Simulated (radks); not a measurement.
Method: non-relativistic Kohn-Sham, PBE, spin-polarised, spherical densities, point nucleus; computed with the in-house radial solver radks. The occupation of the 1s shell is varied from Ne³⁺ (1s1 2s2 2p4 (high spin)) to Ne²⁺ ([He] 2s2 2p4 (high spin)), with spherical fractional occupations. Wanted, and plotted below: the total energy less the straight line between the end points, and the eigenvalue of 1s↓ (the dashed line is minus the energy to take the whole electron out).

The curve is convex (below the straight line), with the largest deviation among the points computed, −10.34 eV, at 0.5. The end points differ by 923.2 eV, the energy to take the electron out. The eigenvalue, which is the slope of the energy (Janak's theorem), moves from −953.3 eV at 0 to −878.8 eV at 1; for a straight line it would stay constant, and a parabola would sag by an eighth of this change, scaled to a whole electron, 9.31 eV. Convexity is the delocalisation error: fractional charges are too low in energy. The shell lies under occupied ones, so the straight line is a guide here rather than an exact condition.

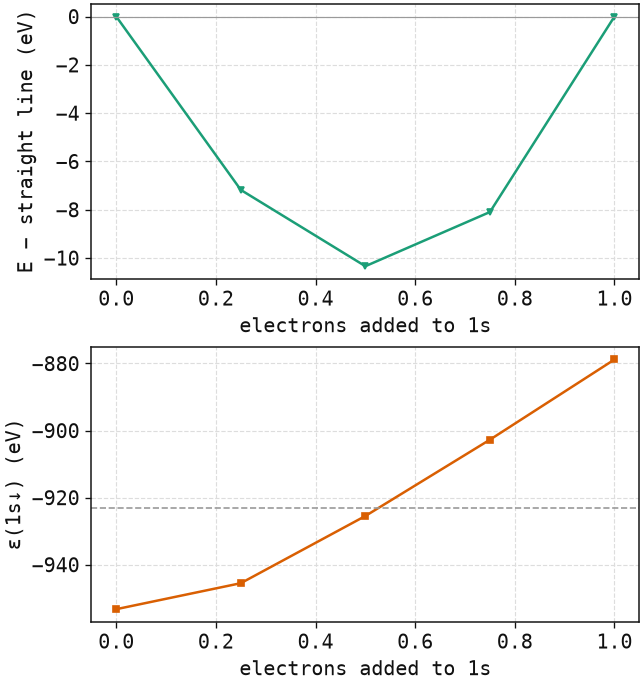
